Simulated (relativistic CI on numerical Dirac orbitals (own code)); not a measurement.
Relativistic CI calculation, with input and output: Ni²⁺

System: Ni²⁺.
Method: charge-transfer multiplet model of a cubic metal-ligand cluster with up to 2 ligand holes, Slater and spin-orbit integrals from Dirac-Coulomb-Breit ions, Slater integrals scaled by 0.7 (relativistic CI on numerical Dirac orbitals, in-house).

**Input file**
```
cluster ion=Ni2+ d8 ligand_holes=2 slater_scale=0.7
Delta=2.6 Udd=7 Upd=8.1 tenDq=0.25 tenDqL=0.1 Veg=2.6 Vt2g=-1.14 red=0.9
spectrum xps 3s T=300 lorentz=1.4 gauss=0.8
```

Hardware: 1 CPU thread, shared host.

The run was one of a batch that the task file lists, launched with:
```bash
python <driver script> task.json out
```

The program writes its results to a structured record and prints no log; tables and figures of this report are taken from that record.

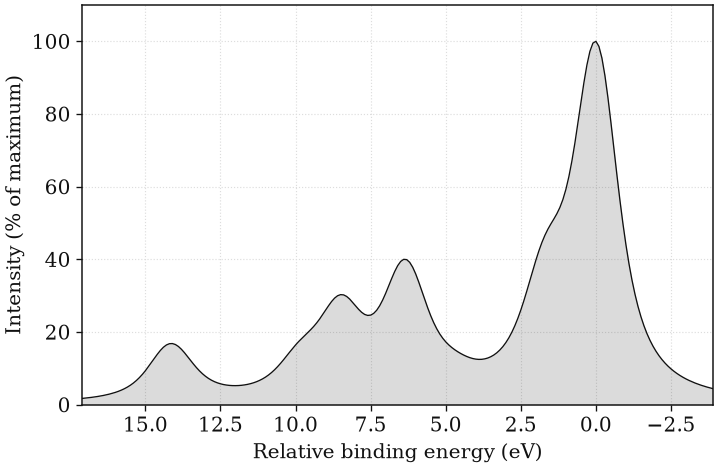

3s photoemission of nominal Ni²⁺ (d⁸) with U_dd = 7, U_pd = 8.1, 10Dq = 0.25 (ligand 0.1), V(eg) = 2.6, V(t2g) = −1.14 eV, final-state hopping scaled by 0.9. Charge-transfer multiplet model of a cubic metal–ligand cluster, up to 2 ligand holes (L), atomic integrals computed for Dirac–Coulomb–Breit ions and scaled by 0.7, 300 K, Voigt broadening (Lorentzian 1.4 eV, Gaussian 0.8 eV). Energies are counted from the highest peak in the lower part of the range. Δ = 2.6 eV, below U_dd, on the charge-transfer side of the Zaanen–Sawatzky–Allen scheme. The ground state is 67 % d⁸, 31 % d⁹L and 2 % d¹⁰L², with 8.34 d electrons and S = 1.00. The main maxima lie at 0.0 eV (100), 6.4 eV (40), 8.5 eV (30) and 14.1 eV (17), heights in % of the largest.

**Results in brief**

```tsv
quantity	value
outcome	converged
CPU time	0.9 s
```

**Notes**

Caveats: exchange splitting of an s hole is too large without intra-shell correlation.
